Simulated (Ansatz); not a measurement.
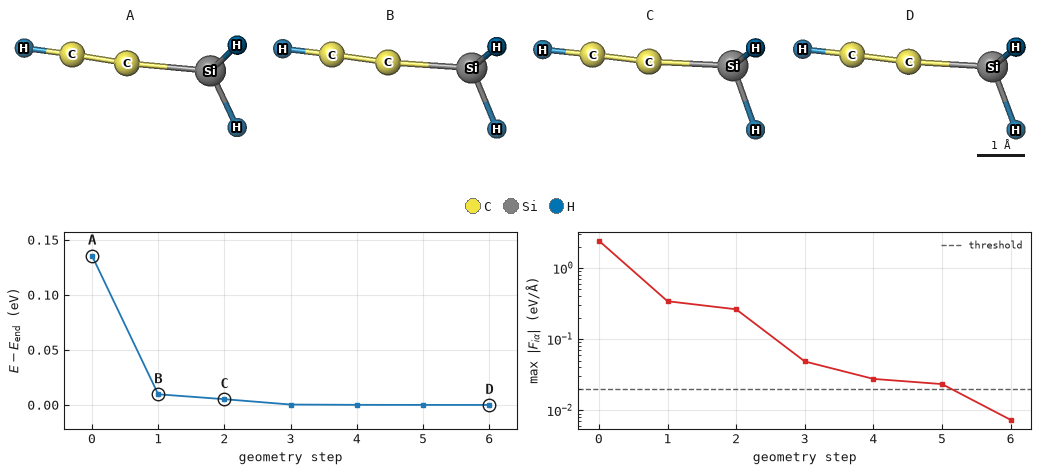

Frames of a relaxation of C2H3Si (multiplicity 2), marked on the history of the run. The picture is a ball-and-stick view, seen from a free direction.

The run prepares an end point of a later path (hydrogen shift) calculation, from a guessed geometry.

The calculation used Ansatz 0.2.0, UKS PBE-D4/def2-SVP.

The input:
```yaml
crystal:
  periodic: [false, false, false]
  atoms:
    - { symbol: C, position_ang: [-0.66954, -1.60964, -0.22139] }
    - { symbol: C, position_ang: [-0.22799, -0.49291, -0.0742] }
    - { symbol: Si, position_ang: [0.27641, 1.23951, 0.11266] }
    - { symbol: H, position_ang: [-1.01889, -2.59386, -0.34297] }
    - { symbol: H, position_ang: [1.11667, 1.76985, -0.94456] }
    - { symbol: H, position_ang: [0.52333, 1.68704, 1.47045] }
magnetization:
  spin_polarized: true
  initial_magnetization: 1
basis:
  gaussian: { orbitals: def2-SVP }
hamiltonian:
  xc: pbe
  dispersion: d4
relax:
  f_tol: 0.02
  max_steps: 50
```

Launched with:
```bash
ansatz run input.yaml --threads 1 --pin off --max-ram 2048MiB --backend cpu --events-out ev --progress --plain --runs-dir out
```

### Describe the path.

After 6 geometry steps the energy has fallen by 0.136 eV. The largest force component goes from 2.4 to 0.0073 eV/Å. Si3 moves most after the best rigid fit: 0.14 Å. By element the largest moves are Si 0.14 Å, H 0.07 Å, C 0.06 Å. Among the contacts that change: Si3–H5 1.451 → 1.503 Å, C1–H4 1.051 → 1.083 Å, C1–C2 1.210 → 1.234 Å. Among the angles between lasting bonds that change: H5–Si3–H6 118.1° → 112.4°, C2–Si3–H5 115.8° → 111.9°. From step 0 to 1: Si3 moves most (0.09 Å), energy −0.126 eV. From step 1 to 2: Si3 moves most (0.08 Å), energy −0.004 eV. From step 2 to 6: Si3 moves most (0.03 Å), energy −0.005 eV.

```tsv
step	E − E(0), eV	largest force component, eV/Å
0	0.0000	2.4204
1	-0.1260	0.3412
2	-0.1304	0.2628
3	-0.1353	0.0486
4	-0.1356	0.0276
5	-0.1356	0.0233
6	-0.1357	0.0073
```
